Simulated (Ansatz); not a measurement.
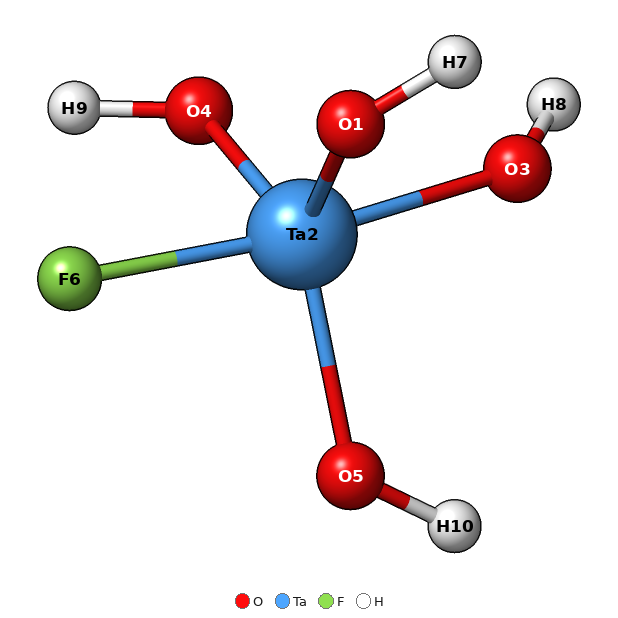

Charge 0, singlet. Sticks follow a distance rule. Harmonic vibrations computed with RKS PBE0-D4/def2-TZVP, core potentials on Ta (Ansatz 0.2.0) at a stationary point of the same level.

### How many imaginary frequencies does it have?

A minimum: no imaginary frequency, and the lowest mode lies at 94 cm⁻¹.

### List the wavenumbers.

24 modes: 94, 115, 173, 198, 207, 217, 277, 288, 325, 386, 442, 457, 526, 529, 627, 651, 694, 707, 731, 746, 3888, 3929, 3933, 3964 cm⁻¹.
